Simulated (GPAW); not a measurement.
# AlAu2 (I4/mmm): the Al K absorption edge, part 2 of 2

Aim: the near-edge shape at the Al K edge of AlAu2 (I4/mmm), and what the core hole does to it.

GPAW 26.7.0; X-ray absorption from dipole matrix elements to empty bands, plane-wave PAW LDA.

So far. Step 2 (Ground state of the crystal): The mesh shows no gap, so the system is treated as a metal and the core electron is put at the Fermi level (neutral cell). Step 3 (Spectrum without a core hole, Al atom 3): Main maxima below 24 eV (height): 4.1 eV (1.29), 5.6 eV (1.37), 9.2 eV (1.52) and 22.9 eV (1.12). A K edge sees empty p states on the absorber.

**5. Spectrum with XCH, Al atom 3**

The holes are 6.9 Å apart. In GPAW the data set carries the hole's charge, so charge=0 means a charged cell and charge=-1 a neutral one. The excited electron is kept in the cell, where it fills the lowest empty states and screens the hole. After the field has converged, empty bands are computed with the density fixed and the dipole matrix elements are summed.

Contents of xas.py:

```python
import numpy as np
from ase import Atoms
from ase.parallel import parprint, paropen
from gpaw import GPAW, PW, FermiDirac, Mixer, MixerDif, setup_paths
from gpaw.test import gen
setup_paths.insert(0, '.')
gen('Al', name='fch1s', xcname='LDA', corehole=(1, 0, 1), write_xml=True)
from gpaw.mpi import world
world.barrier()

atoms = Atoms('Au10Al5',
    cell=[[1.67151447, 5.01454343, -4.39907524],
     [5.01454343, -1.67151447, -4.39907524],
     [-5.01454343, 1.67151447, -4.39907524]],
    scaled_positions=[[0, 0.6562728, 0.6562728],
     [0.2, 0.8562728, 0.2562728],
     [0.4, 0.0562728, 0.8562728],
     [0.6, 0.2562728, 0.4562728],
     [0.8, 0.4562728, 0.0562728],
     [0, 0.3437272, 0.3437272],
     [0.2, 0.5437272, 0.9437272],
     [0.4, 0.7437272, 0.5437272],
     [0.6, 0.9437272, 0.1437272],
     [0.8, 0.1437272, 0.7437272],
     [0, 0, 0],
     [0.2, 0.2, 0.6],
     [0.4, 0.4, 0.2],
     [0.6, 0.6, 0.8],
     [0.8, 0.8, 0.4]],
    pbc=True)
atoms.calc = calc = GPAW(legacy_gpaw=True, mode=PW(430, force_complex_dtype=True), xc='LDA', setups={10: 'fch1s'},
    kpts={'size': (4, 4, 4), 'gamma': True}, occupations=FermiDirac(0.1),
    charge=-1, mixer=Mixer(0.1, 5, 50), maxiter=150,
    convergence={'density': 0.0001, 'eigenstates': 1e-6}, txt='scf.txt')
energy = atoms.get_potential_energy() + calc.get_reference_energy()
ef = calc.get_fermi_level()
out = dict(energy=energy, fermi=ef, forces=atoms.get_forces().tolist())
parprint(f'all-electron energy {energy:.4f} eV, Fermi level {ef:.4f} eV')
ev = np.array([[calc.get_eigenvalues(k, s) for k in range(len(calc.get_ibz_k_points()))] for s in range(calc.get_number_of_spins())])
out['homo'], out['lumo'], out['counts'] = ev[ev < ef].max(), ev[ev > ef].min(), sorted(set((ev < ef).sum((0, 2)).tolist()))
out['filled'] = (ev[:, 0] < ef).sum(1).tolist()

from ase.units import Ha
from gpaw.xas import dipole_matrix_elements
nb = int(calc.get_number_of_electrons() / 2) + 149
top, nb = nb, nb + 8 + nb // 12
nscf = calc.fixed_density(kpts={'size': (5, 5, 5), 'gamma': True}, nbands=nb,
    convergence={'bands': top, 'eigenstates': 5e-3}, maxiter=60, txt='nscf.txt')
cell = atoms.cell.array
ops = [cell.T @ U.T @ np.linalg.inv(cell.T) for U in nscf.wfs.kd.symmetry.op_scc]
E = np.arange(-6, 34, 0.1)
fwhm = np.interp(E, [4, 25], [0.9, 3.5])
Y, X, zero, highest = 0, 0, 1e9, 1e9
for spin in range(nscf.get_number_of_spins()):
    wfs = nscf.wfs
    mine = wfs.bd.get_slice()  # this rank's bands
    A = dipole_matrix_elements(wfs.setups[10])
    eps = np.zeros((wfs.kd.nibzkpts, nb))
    d = np.zeros((3, A.shape[1], wfs.kd.nibzkpts, nb), complex)
    for kpt in wfs.kpt_u:
        if kpt.s == spin and 10 in kpt.P_ani:
            eps[kpt.k, mine] = kpt.eps_n * Ha
            d[:, :, kpt.k, mine] = (kpt.weight * wfs.nspins / 2) ** 0.5 * np.inner(A, kpt.P_ani[10])
    world.sum(eps)
    world.sum(d)
    T = np.einsum('amkn,bmkn->abkn', d, d.conj()).real
    T = sum(np.einsum('ai,ijkn,bj->abkn', R, T, R) for R in ops) / len(ops)
    empty = eps > ef
    zero, highest = min(zero, eps[empty].min()), min(highest, eps[:, top - 1].min())
    lines = [(eps, T, empty)] if spin == 0 else lines + [(eps, T, empty)]
for eps, T, empty in lines:
    f = np.einsum('aakn->akn', T).reshape(3, -1)
    x = eps.ravel() - zero
    w = np.interp(x, E, fwhm) / 2.35482
    g = np.exp(-0.5 * ((E[:, None] - x) / w) ** 2) / (w * (2 * np.pi) ** 0.5)
    Y = Y + (f * empty.ravel()) @ g.T
    X = X + (f * ~empty.ravel()) @ g.T
out.update(E=E.round(2).tolist(), xas=Y.tolist(), xes=X.tolist(), zero=zero, valid=highest - zero, nk=len(eps), nb=nb)
for i in range(0, len(E), 10):
    parprint(f'{E[i]:7.2f}', *(f'{v:10.3e}' for v in Y[:, i]))
import json
with paropen('out.json', 'w') as f:
    json.dump(out, f)
```

Started as:

```console
> OMP_NUM_THREADS=1 mpirun -n 4 gpaw python xas.py
```

Numbers of over 12 decimals in the logs are rounded to 6 here.

Log:

```text
Input parameters:
  charge: -1
  convergence: {density: 0.0001,
                eigenstates: 1e-06}
  kpts: {gamma: True,
         size: (4, 4, 4)}
  maxiter: 150
  mixer: {backend: pulay,
          beta: 0.1,
          method: separate,
          nmaxold: 5,
          weight: 50}
  mode: {ecut: 430.0,
         force_complex_dtype: True,
         name: pw}
  occupations: {fixmagmom: False,
                name: fermi-dirac,
                width: 0.1}
  setups: {10: fch1s}

Initialize ...

[... PAW data sets ...]

Reference energy: -5194454.797239  # eV

Spin-paired calculation

[... convergence settings ...]
Symmetries present (total): 8
  [... symmetry matrices ...]

64 k-points: 4 x 4 x 4 Monkhorst-Pack grid + [1/8,1/8,1/8]
14 k-points in the irreducible part of the Brillouin zone
       k-points in crystal coordinates                weights
   0:     0.00000000    0.00000000    0.00000000          1/64
   1:     0.25000000   -0.25000000   -0.25000000          2/64
   2:     0.25000000    0.00000000    0.00000000          4/64
   3:     0.25000000    0.25000000   -0.25000000          4/64
   4:     0.25000000    0.25000000    0.00000000          8/64
   5:     0.25000000    0.25000000    0.25000000          2/64
   6:     0.50000000    0.00000000    0.00000000          2/64
   7:     0.50000000    0.00000000    0.25000000          8/64
   8:     0.50000000    0.25000000   -0.25000000          4/64
   9:     0.50000000    0.25000000    0.00000000          8/64
          ...
  13:     0.50000000    0.50000000    0.50000000          1/64

Wave functions: Plane wave expansion
  Cutoff energy: 430.000 eV
  Number of coefficients (min, max): 4968, 4991
  Pulay-stress correction: 0.000000 eV/Ang^3 (de/decut=0.000000)
  Using FFTW library
  Wavefunction extrapolation:
    Improved wavefunction reuse through dual PAW basis

Occupation numbers: Fermi-Dirac:
  width: 0.1000  # eV

Eigensolver
   Davidson(niter=2)

Densities:
  Coarse grid: 35*35*35 grid
  Fine grid: 70*70*70 grid
  Total Charge: 0.000000

Density mixing:
  Method: separate
  Backend: pulay
  Linear mixing parameter: 0.1
  old densities: 5
  Width of damping distribution: 1.1
  Damping of long wavelength oscillations: 50

[... Hamiltonian set-up ...]
Number of atoms: 15
Number of atomic orbitals: 110
Number of bands in calculation: 80
Number of valence electrons: 126
Bands to converge: occupied

... initialized

Initializing position-dependent things.

Density initialized from atomic densities
Creating initial wave functions:
  80 bands from LCAO basis set

               Al

               Au
         Au Al    AuAl    Au
               Au
               Au      Au
            Au      Au       Au
                  Al      Al

Atomic positions and initial magnetic moments

Positions:
   0 Au    -0.000000   -0.000000   -5.773987    ( 0.0000,  0.0000,  0.0000)
   1 Au     3.343029    0.000000   -5.773987    ( 0.0000,  0.0000,  0.0000)
   2 Au    -3.343029    3.343029   -5.773987    ( 0.0000,  0.0000,  0.0000)
   3 Au    -0.000000    3.343029   -5.773987    ( 0.0000,  0.0000,  0.0000)
   4 Au     3.343029    3.343029   -5.773987    ( 0.0000,  0.0000,  0.0000)
   5 Au    -0.000000    0.000000   -3.024164    ( 0.0000,  0.0000,  0.0000)
   6 Au    -1.671514    1.671514   -7.423239    ( 0.0000,  0.0000,  0.0000)
[...]
12 Al     1.671514    1.671514   -4.399075    ( 0.0000,  0.0000,  0.0000)
  13 Al    -0.000000    3.343029   -8.798150    ( 0.0000,  0.0000,  0.0000)
  14 Al     3.343029    3.343029   -8.798150    ( 0.0000,  0.0000,  0.0000)

Unit cell:
           periodic     x           y           z      points  spacing
  1. axis:    yes    1.671514    5.014543   -4.399075    35     0.1510
  2. axis:    yes    5.014543   -1.671514   -4.399075    35     0.1628
  3. axis:    yes   -5.014543    1.671514   -4.399075    35     0.1628

  Lengths:   6.876879   6.876879   6.876879
  Angles:  100.462492  65.845153  65.845153

Effective grid spacing dv^(1/3) = 0.1790

iter:   1   -91.309584
iter:   2   -84.803774   -1.28  -1.08
iter:   3   -79.445581   -0.52  -1.17
iter:   4   -78.858646   -1.59  -1.54
iter:   5   -78.526566   -2.56  -1.58
iter:   6   -78.512132   -2.09  -1.82
iter:   7   -78.431900   -3.36  -2.21
iter:   8   -78.387247   -2.91  -2.35
iter:   9   -78.385451c  -3.56  -2.82
iter:  10   -78.384447c  -4.72  -2.96
iter:  11   -78.384547c  -4.97  -3.13
iter:  12   -78.384622c  -5.09  -3.21
iter:  13   -78.384384c  -5.19  -3.29
iter:  14   -78.384341c  -6.31c -3.45
iter:  15   -78.384293c  -6.27c -3.60
iter:  16   -78.384292c  -6.28c -4.08c

Converged after 16 iterations.

Dipole moment: (-0.000000, 0.000000, 0.000000) |e|*Ang

Energy contributions relative to reference atoms: (reference = -5194454.797239)

Kinetic:        -91.103081
Potential:      +78.322893
External:        +0.000000
XC:             -66.852235
Entropy (-ST):   -0.112809
Local:           +1.304535
SIC:             +0.000000
--------------------------
Free energy:    -78.440696
Extrapolated:   -78.384292

Showing only first 2 kpts
 Kpt  Band  Eigenvalues  Occupancy
  0    61      7.45028    2.00000
  0    62      7.53929    2.00000
  0    63      8.24556    2.00000
  0    64     10.46556    0.00145

  1    61      8.43278    2.00000
  1    62      8.96424    1.99917
  1    63      9.01841    1.99857
[...]
Fermi level: 9.74241

No gap
No difference between direct/indirect transitions

Forces in eV/Ang:
  0 Au    0.00000   -0.00000    0.04895
  1 Au   -0.02073   -0.02551   -0.05992
  2 Au   -0.02551    0.02073   -0.05992
  3 Au    0.02551   -0.02073   -0.05992
  4 Au    0.02073    0.02551   -0.05992
  5 Au    0.00000    0.00000   -0.04895
  6 Au   -0.02073   -0.02551    0.05992
[...]
12 Al   -0.02498   -0.08959    0.00000
 13 Al    0.02498    0.08959    0.00000
 14 Al   -0.08959    0.02498    0.00000
Scalar-relativistic atomic LDA calculation for Al (Aluminium, Z=13)
Core hole in 1s state (1s occupation: 1.0)
450 radial gridpoints.
|------------------------------------------------|
|------------------------------------------------|
[... the atom generator's iteration count ...]

Energy contributions:
-------------------------
Kinetic:     +183.893595
XC:           -14.209497
Potential:   -353.628519
-------------------------
Total:       -183.944421

state      eigenvalue         ekin         rmax
-----------------------------------------------
1s^1.0 :   -60.362648    82.057235        0.077
2s^2.0 :    -5.188665    12.296859        0.473
2p^6.0 :    -3.893101    12.072890        0.390
3s^2.0 :    -0.683483     1.740987        1.779
3p^1.0 :    -0.437761     1.323330        2.009
-----------------------------------------------
(units: Bohr and Hartree)

Generating PAW setup
Kinetic energy of the core from tauc = 179.402319
Cutoffs:
rc(s)=2.050
rc(p)=2.050
rc(d)=2.050
rc(vbar)=1.845
rc(comp)=2.050
rc(nct)=2.050

Kinetic energy of the core states: 179.088292
Charge: 1.0
Core electrons: 9.0
Valence electrons: 3.0
Pseudo-core charge: 0.169630
Shape function alpha=2.380
Pseudo-electron charge 3.431685
state    eigenvalue         norm
--------------------------------
3s(2) :    -0.683483     1.126964
*s    :     0.316517
3p(1) :    -0.437761     1.008127
*p    :     0.562239
*d    :     0.000000
--------------------------------

Diagonalizing with gridspacing h=0.050

state   all-electron     PAW
-------------------------------
3s:      -0.683483    -0.683641
3p:      -0.437761    -0.437937
*d:                   -0.137096
*f:                   -0.021062
-------------------------------
all-electron energy -5194533.1815 eV, Fermi level 9.7424 eV
[...]
31.00  6.005e-06  6.005e-06  6.394e-06
  32.00  6.316e-06  6.316e-06  6.392e-06
  33.00  6.698e-06  6.698e-06  6.201e-06
```

Wall time 2.5 min (4 MPI ranks of Intel Xeon Platinum 8488C (Sapphire Rapids), shared host); peak memory 0.54 GiB.

The Al K spectrum, Al atom 3, excited-electron core hole (neutral cell) (energy from the lowest empty level; intensity scaled to a mean of 1 over the first 20 eV; polarised curves are means over the symmetry-equivalent atoms):

```
E (eV)  isotropic  ε ⊥ c  ε ∥ c
  -2.0       0.00   0.00   0.00
  -0.5       0.04   0.04   0.03
   1.0       0.92   0.96   0.84
   2.5       2.09   2.29   1.70
   4.0       1.62   1.46   1.95
   5.5       1.42   1.20   1.86
   7.0       1.08   0.92   1.39
   8.5       1.31   1.43   1.05
  10.0       1.09   1.25   0.77
  11.5       0.95   1.00   0.85
  13.0       0.70   0.76   0.58
  14.5       0.51   0.56   0.40
  16.0       0.42   0.44   0.37
  17.5       0.46   0.42   0.54
  19.0       0.57   0.51   0.71
  20.5       0.88   0.84   0.95
  22.0       1.07   1.04   1.13
  23.5       0.88   0.84   0.94
  25.0       0.72   0.71   0.74
  26.5       0.70   0.70   0.70
  28.0       0.70   0.70   0.70
  29.5       0.74   0.74   0.75
  31.0       0.81   0.80   0.85
```

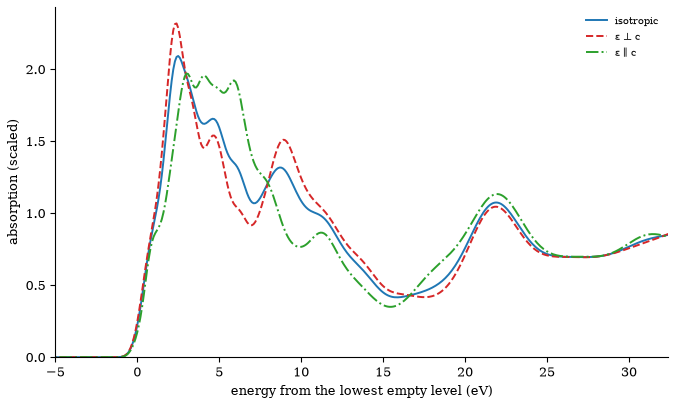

The Al K edge, Al atom 3, excited-electron core hole (neutral cell): main maxima at 2.5, 4.6 and 8.7 eV.

Main maxima below 24 eV (height): 2.5 eV (2.09), 4.6 eV (1.66), 8.7 eV (1.32) and 21.9 eV (1.07). 

The total-energy difference is 1564.70 eV. One term is added: -13.88 eV, since the hole is spin-paired here and a spin-polarised one costs that much less in the free atom (computed apart). The photon energy is then 1550.82 eV. The tabulated edge of the element is 1559 eV. The functional leaves an error in such absolute values: in the free atom LDA prices this hole 7.2 eV below PBE (computed apart), and PBE is itself good to a few eV.

**6. Spectrum with FCH, Al atom 3**

The holes are 6.9 Å apart. In GPAW the data set carries the hole's charge, so charge=0 means a charged cell and charge=-1 a neutral one. The excited electron is left out and a uniform background balances the charge. After the field has converged, empty bands are computed with the density fixed and the dipole matrix elements are summed.

Changed against the first core-hole run: core hole to FCH.

Changes to xas.py since step 5:

```diff
@@ -32,3 +32,3 @@
     kpts={'size': (4, 4, 4), 'gamma': True}, occupations=FermiDirac(0.1),
-    charge=-1, mixer=Mixer(0.1, 5, 50), maxiter=150,
+    charge=0, mixer=Mixer(0.1, 5, 50), maxiter=150,
     convergence={'density': 0.0001, 'eigenstates': 1e-6}, txt='scf.txt')
```

Log:

```text
Input parameters:
  convergence: {density: 0.0001,
                eigenstates: 1e-06}
  kpts: {gamma: True,
         size: (4, 4, 4)}
  maxiter: 150
  mixer: {backend: pulay,
          beta: 0.1,
          method: separate,
          nmaxold: 5,
          weight: 50}
  mode: {ecut: 430.0,
         force_complex_dtype: True,
         name: pw}
  occupations: {fixmagmom: False,
                name: fermi-dirac,
[...]
*p    :     0.562239
*d    :     0.000000
--------------------------------

Diagonalizing with gridspacing h=0.050

state   all-electron     PAW
-------------------------------
3s:      -0.683483    -0.683641
3p:      -0.437761    -0.437937
*d:                   -0.137096
*f:                   -0.021062
-------------------------------
all-electron energy -5194542.7800 eV, Fermi level 9.4290 eV
[...]
32.00  6.219e-06  6.219e-06  6.445e-06
  33.00  6.572e-06  6.572e-06  6.266e-06
[key lines of the parts left out:]
Converged after 16 iterations.
Dipole moment: (-0.000000, 0.000000, 0.000000) |e|*Ang
Free energy:    -88.030389
Fermi level: 9.42898
```

It took 2.4 min on 4 MPI ranks; peak memory 0.55 GiB; 9.8 min of CPU time.

```
E (eV)  first run  this run
  -2.0       0.00      0.00
  -1.0       0.00      0.00
   0.0       0.22      0.26
   1.0       0.92      0.74
   2.0       1.82      1.45
   3.0       1.95      2.11
   4.0       1.62      1.71
   5.0       1.60      1.64
   6.0       1.34      1.39
   7.0       1.08      1.16
   8.0       1.22      1.13
   9.0       1.30      1.30
  10.0       1.09      1.16
  11.0       1.00      1.01
  12.0       0.87      0.93
  13.0       0.70      0.75
  14.0       0.58      0.62
  15.0       0.45      0.49
  16.0       0.42      0.42
  17.0       0.44      0.43
  18.0       0.48      0.47
  19.0       0.57      0.54
  20.0       0.76      0.68
  21.0       0.98      0.91
  22.0       1.07      1.06
  23.0       0.96      1.02
  24.0       0.80      0.86
  25.0       0.72      0.74
  26.0       0.70      0.70
  27.0       0.70      0.70
  28.0       0.70      0.70
  29.0       0.72      0.71
  30.0       0.77      0.75
  31.0       0.81      0.80
  32.0       0.84      0.84
```

Against the first run the r.m.s. difference is 9 %. The highest intensity below 16 eV goes from 2.5 eV (2.09) to 2.8 eV (2.13).

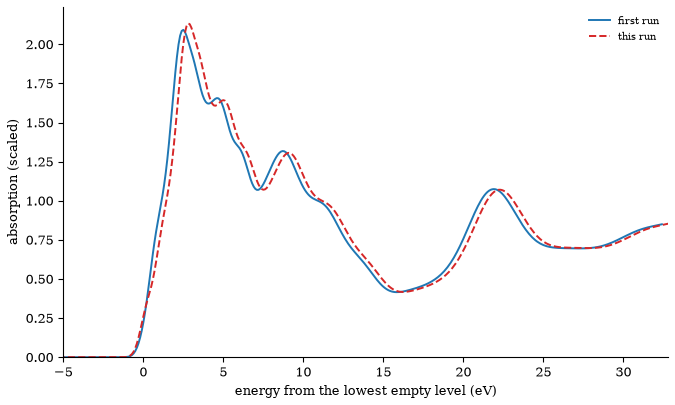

The effect of the change (core hole to FCH).

The photon energy of the zero moves by -0.17 eV.

**7. What the core hole does**

Both curves are counted from their own zero, so only the shift of weight within the empty states shows.

```
E (eV)  no hole   XCH
  -2.0     0.00  0.00
  -1.0     0.00  0.00
   0.0     0.14  0.22
   1.0     0.29  0.92
   2.0     0.58  1.82
   3.0     1.03  1.95
   4.0     1.28  1.62
   5.0     1.31  1.60
   6.0     1.35  1.34
   7.0     1.29  1.08
   8.0     1.23  1.22
   9.0     1.52  1.30
  10.0     1.48  1.09
  11.0     1.48  1.00
  12.0     1.43  0.87
  13.0     1.27  0.70
  14.0     1.04  0.58
  15.0     0.79  0.45
  16.0     0.59  0.42
  17.0     0.52  0.44
  18.0     0.52  0.48
  19.0     0.54  0.57
  20.0     0.63  0.76
  21.0     0.83  0.98
  22.0     1.05  1.07
  23.0     1.12  0.96
  24.0     1.02  0.80
  25.0     0.90  0.72
  26.0     0.83  0.70
  27.0     0.80  0.70
  28.0     0.78  0.70
  29.0     0.77  0.72
  30.0     0.79  0.77
  31.0     0.83  0.81
  32.0     0.85  0.84
```

With each curve scaled to its own mean, the area from −2 to 6 eV with the hole is 8.8 against 5.3, and the centre of weight from −1 to 20 eV moves by -1.7 eV: the hole pulls the absorber's empty states down.

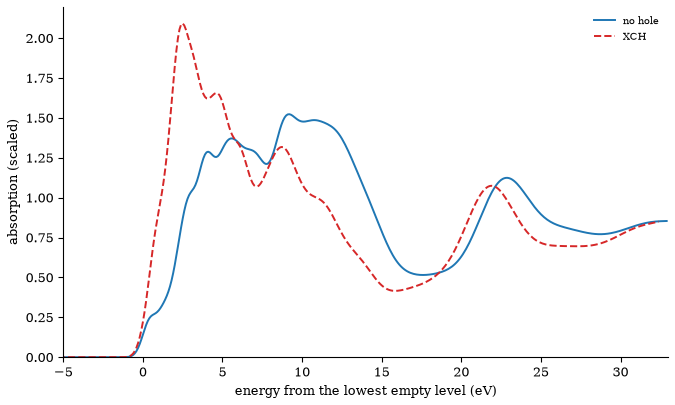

The Al K edge with and without the core hole, each from its own zero; the highest intensity below 16 eV lies at 2.5 eV with the hole.

**8. Summary of results**

| Item | Value |
| --- | --- |
| absorber and edge | Al K, atom 3 of the ground-state input (counted from 1) |
| surroundings | 8 Au at 2.73 Å, 2 Au at 3.02 Å and 4 Al at 3.34 Å (14-fold, site symmetry 4/mmm) |
| highest intensity below 16 eV | 2.5 eV above the zero, height 2.09 |
| photon energy of the zero, with the added terms | 1550.8 eV (raw 1564.7 eV; LDA puts this hole about 7 eV below PBE, itself good to a few eV) |

What this shows: The Al K edge of atom 3, with 8 Au at 2.73 Å, 2 Au at 3.02 Å and 4 Al at 3.34 Å (14-fold, site symmetry 4/mmm), has its highest intensity of the first 16 eV at 2.5 eV above the zero, near 1553 eV in photon energy (LDA puts this hole about 7 eV below PBE, itself good to a few eV), 2.1 times the mean level of the first 20 eV (Gaussian full width 0.9 eV up to 4 eV, rising linearly to 3.5 eV at 25 eV). With each curve scaled to its own mean, the area from −2 to 6 eV with the hole is 8.8 against 5.3, and the centre of weight from −1 to 20 eV moves by -1.7 eV: the hole pulls the absorber's empty states down. Changing the core hole to FCH alters the shape by 9 % r.m.s., a modest effect on the whole. At the Al K edge of atom 3 polarisation matters most near 6.0 eV, where the curves differ by 0.9 on this scale. The mesh is coarse (0.24 Å⁻¹ between points), so small maxima may be mesh ripples. Lifetime broadening is put in by hand, and intensities beyond about 20 eV depend on it and on the partial waves. The structure is a computed Materials Project entry and may be a hypothetical form.

[Banner, clock and machine lines of the logs are left out without a mark of their own.]

[Logs are printed without paths, hosts, clocks, repeated set-up lines and the standing remarks that a program may print on its own settings, such as how far it seeks lower states.]

[Hosts, paths, dates, database ids (printed as entryN), source tags and the programs' standing remarks are cut or masked in the printed files.]

[Lists of maxima count a maximum above −3 eV only where it reaches 4 % of the highest in the window and stands out from its surroundings by 2 % of it (1.5 % where it reaches 55 %); shoulders and weaker maxima are passed over, and of the rest the first, up to two pre-edge ones and the few strongest are named.]
